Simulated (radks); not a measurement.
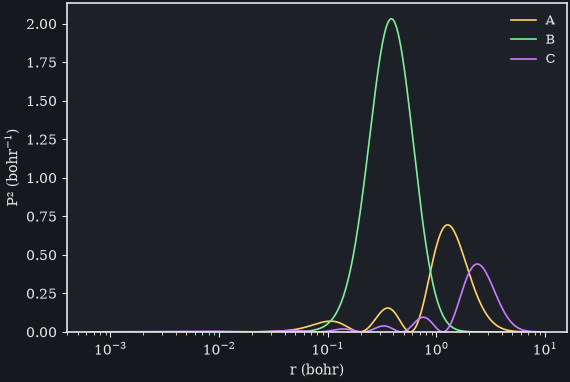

Fig. 1: The radial probability densities P² of 4f up, 5d up and 6s up. A is 5d up; B is 4f up; C is 6s up. 4f up: outer maximum at 0.384 bohr, ⟨r⟩ = 0.516 bohr, 0 nodes, eigenvalue −70.5 eV; 5d up: outer maximum at 1.27 bohr, ⟨r⟩ = 1.70 bohr, 2 nodes, eigenvalue −6.70 eV; 6s up: outer maximum at 2.37 bohr, ⟨r⟩ = 2.88 bohr, 5 nodes, eigenvalue −6.31 eV.

**Atomic calculation for Pt**

System: atomic platinum (Pt) in the configuration [Xe] 4f14 5d9 6s1 (high spin).
Method: scalar-relativistic Kohn-Sham, LDA (Slater exchange, Perdew-Wang correlation), spin-polarised, spherical densities, finite nucleus (the in-house radial solver radks).

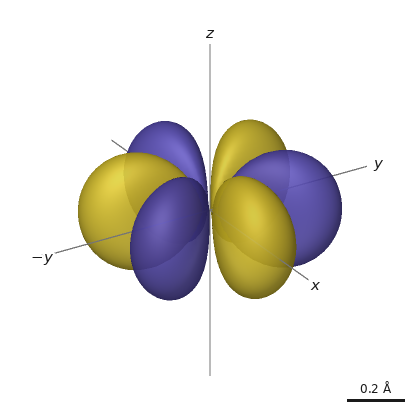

Fig. 2: The 4f(x(x²−3y²)) orbital of down spin. The radial function comes from the spherical calculation and is multiplied by a real spherical harmonic; the overall sign is chosen so that the largest lobe of P(r) is positive; at the scalar-relativistic level it is the large component. The surface of constant |ψ| that holds about 85 % of the electron is drawn, yellow where ψ is positive and blue where it is negative. It has three nodal planes that hold the z axis and no radial node. The maximum of P² lies at 0.384 bohr, ⟨r⟩ = 0.516 bohr, 90 % of the charge lies within 0.833 bohr, and the eigenvalue is −70.4 eV, with 7 electrons in the shell for this spin.

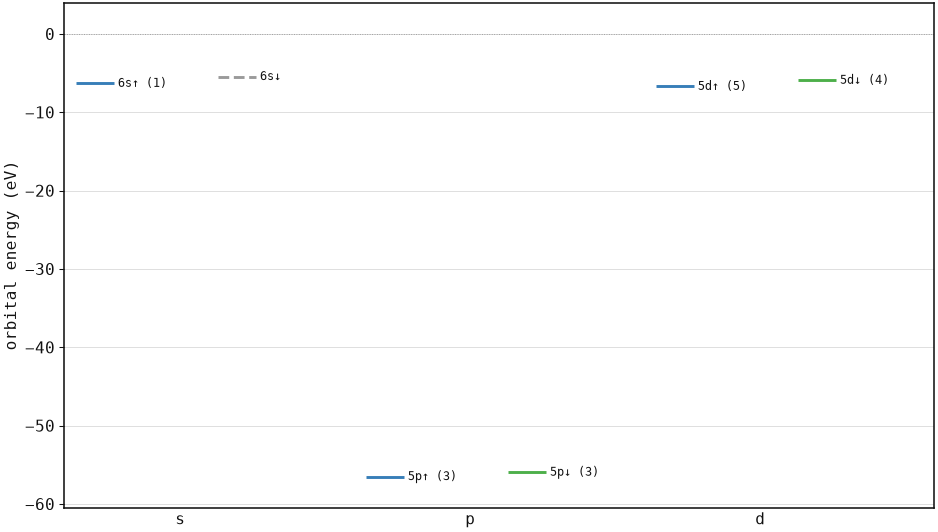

Fig. 3: The outer levels are drawn by angular momentum (occupations in brackets, up spins at the left of each column and down spins at the right, empty levels dashed). The highest occupied level is 5d down at −5.92 eV. From the top down the occupied levels run 5d down (−5.92 eV), 6s up (−6.31 eV), 5d up (−6.70 eV), 5p down (−56.0 eV), 5p up (−56.5 eV). The lowest empty level drawn is 6s down at −5.47 eV. The largest exchange splitting (down less up) among the shells drawn in both spins is that of 6s, 0.841 eV.

These pictures come from the run below.

The input:
```
Z 78
configuration [Xe] 4f14 5d9 6s1
relativity scalar-relativistic
functional lda,pw
spin polarised
nucleus finite rms 5.427 fm
c 137.035999084
response adiabatic LDA kernel
```

Energies in input and log are in hartree, lengths in bohr (the nuclear radius in fm).

Log:
```
1s      1   1.0000       -2878.68882141
2s      1   1.0000        -505.79993911
2p      1   3.0000        -438.68571938
3s      1   1.0000        -118.79651187
3p      1   3.0000         -99.24200843
3d      1   5.0000         -77.95379187
4s      1   1.0000         -25.50106632
4p      1   3.0000         -19.08282360
4d      1   5.0000         -11.27391343
4f      1   7.0000          -2.59141761
5s      1   1.0000          -3.75930553
5p      1   3.0000          -2.07656293
5d      1   5.0000          -0.24633616
6s      1   1.0000          -0.23188147
1s      2   1.0000       -2878.68814797
2s      2   1.0000        -505.79754893
2p      2   3.0000        -438.68366584
3s      2   1.0000        -118.79510078
3p      2   3.0000         -99.24053777
3d      2   5.0000         -77.95186862
4s      2   1.0000         -25.49831966
4p      2   3.0000         -19.07999672
4d      2   5.0000         -11.27058178
4f      2   7.0000          -2.58680258
5s      2   1.0000          -3.74302439
5p      2   3.0000          -2.05625929
5d      2   4.0000          -0.21756854
6s      2   0.0000          -0.20098538
Etot -18399.431311941895
Ekin 20504.356605258916
Encl -45721.609236489196
Eh 7161.725089068682
Exc -343.9037697802978
err 1.3288296202377765e-08
it 15
```

Results in brief:

| quantity | value |
| --- | --- |
| outcome | converged |
| total energy | −18399.4313 hartree |
| kinetic energy | 20504.3566 hartree |
| electron–nucleus energy | −45721.6092 hartree |
| Hartree energy | 7161.7251 hartree |
| exchange–correlation energy | −343.903770 hartree |
| radius at density 0.001 e/bohr³ | 4.34 bohr |
| SCF iterations | 15 |
| hardware | 1 CPU thread, shared host |
| wall time | 3.8 s |
